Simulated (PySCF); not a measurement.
## A study: C6H12, SMILES `C1CCCCC1`

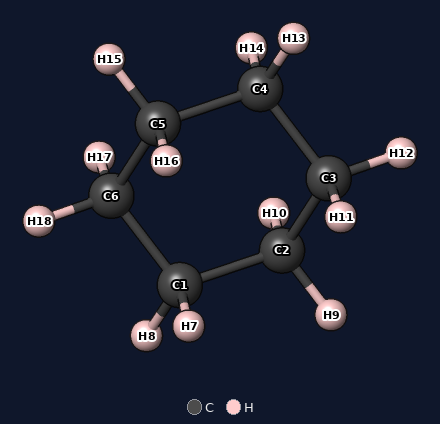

The molecule, with its atoms numbered as below. No frequency check shows the geometry to be a minimum.

Cartesian coordinates (Å):

```
C1       1.4461   -0.0594    0.2416
C2       0.7745    1.2227   -0.2416
C3      -0.6716    1.2821    0.2416
C4      -1.4461    0.0594   -0.2416
C5      -0.7745   -1.2227    0.2416
C6       0.6716   -1.2821   -0.2416
H7       1.4787   -0.0607    1.3338
H8       2.4747   -0.1016   -0.1236
H9       1.3254    2.0923    0.1236
H10      0.7920    1.2502   -1.3338
H11     -0.6868    1.3109    1.3338
H12     -1.1494    2.1939   -0.1236
H13     -2.4747    0.1017    0.1236
H14     -1.4787    0.0608   -1.3338
H15     -1.3253   -2.0923   -0.1236
H16     -0.7919   -1.2502    1.3338
H17      0.6867   -1.3110   -1.3338
H18      1.1493   -2.1940    0.1236
```

## 1. Localised orbitals

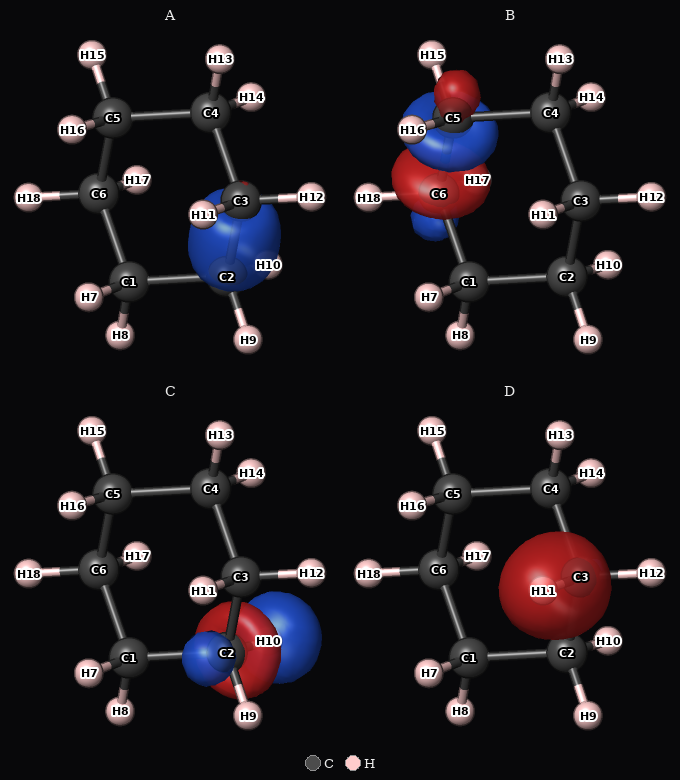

Intrinsic bond orbitals (IBO), occupied and valence-virtual; each surface holds about 70 % of the orbital's density. Energies are diagonal elements of the Fock matrix.

Computed with PySCF, BP86/6-31G*, geometry: GFN2-xTB.

**What does each orbital represent in a Lewis picture?**

By panel:
- A: σ bond C2–C3 (C2 50 %, C3 50 %; −12.1 eV)
- B: σ* orbital C6–C5 (C6 50 %, C5 50 %; 9.2 eV)
- C: σ* orbital H10–C2 (H10 56 %, C2 43 %; 8.8 eV)
- D: σ bond C3–H11 (C3 56 %, H11 43 %; −11.2 eV)

## 2. Magnetic shielding

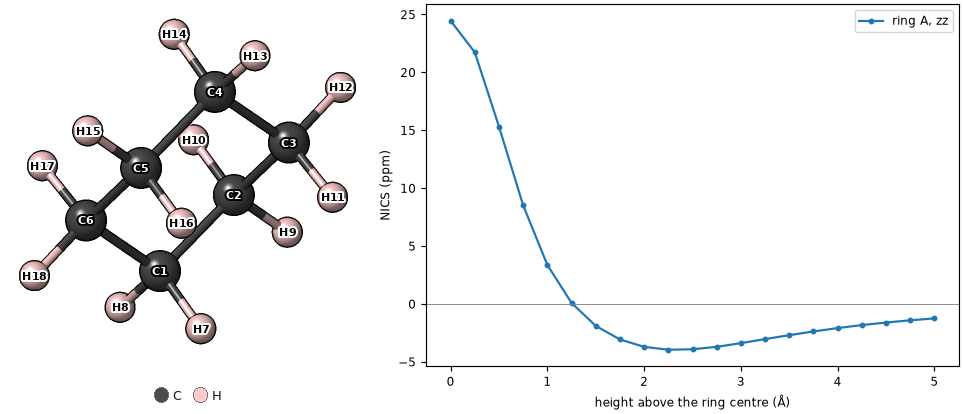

GIAO NICS scans along the ring normals; ring A: 6-membered ring C1/C2/C3/C4/C5/C6.

Computed with PySCF, B3LYP/def2-SVP, geometry: GFN2-xTB.

**What does each scan say about the ring current?**

Ring A is neither clearly shielded nor deshielded above its centre; its σ bonds alone give such values, so they don't measure π aromaticity: NICSzz reaches +24.5 ppm at 0.00 Å; NICS(0) = −1.1, NICS(1) = −1.7, NICS(1)zz = +3.4 ppm.

## 3. Stretching a bond

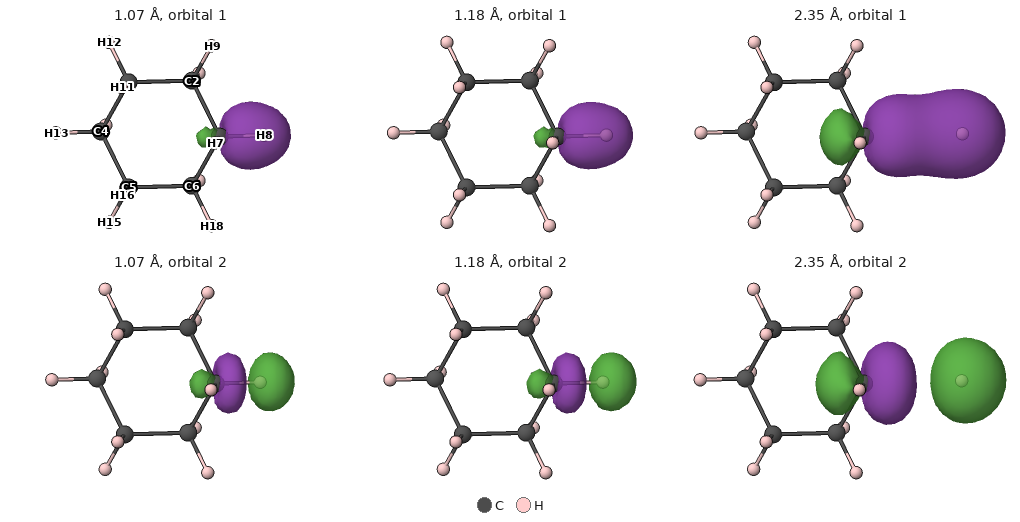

Rigid stretch of the C1–H8 bond. The two CASSCF(2,2) natural orbitals nearest half filling (orbital 1 the more occupied).

PySCF calculation, 6-31G* basis, gas phase; geometry: GFN2-xTB.

**How do the occupations change along the stretch?**

1.07 Å: 1.98 and 0.02; 1.18 Å: 1.98 and 0.02; 2.35 Å: 1.63 and 0.37. At the longest distance computed (3.00 Å) they are 1.30 and 0.70, and the effective number of unpaired electrons is 1.7.

**Where does the UHF solution part from RHF?**

Between 1.66 Å (⟨S²⟩ = 0, the two coincide) and 1.93 Å (⟨S²⟩ = 0.56); at 3.00 Å ⟨S²⟩ is 0.99 and UHF lies 3.3 eV below RHF.

**How much energy does the stretch cost?**

By CASSCF, 4.2 eV from the lowest point of the scan (1.07 Å) to 3.00 Å; RHF gives 7.1 eV from its own lowest point. The fragments aren't relaxed and dynamic correlation is missing, so this isn't a bond dissociation energy.

The PySCF runs shown took 21 s, 55 s and 14 min on 1 thread of Arm Neoverse V1, on a shared host.
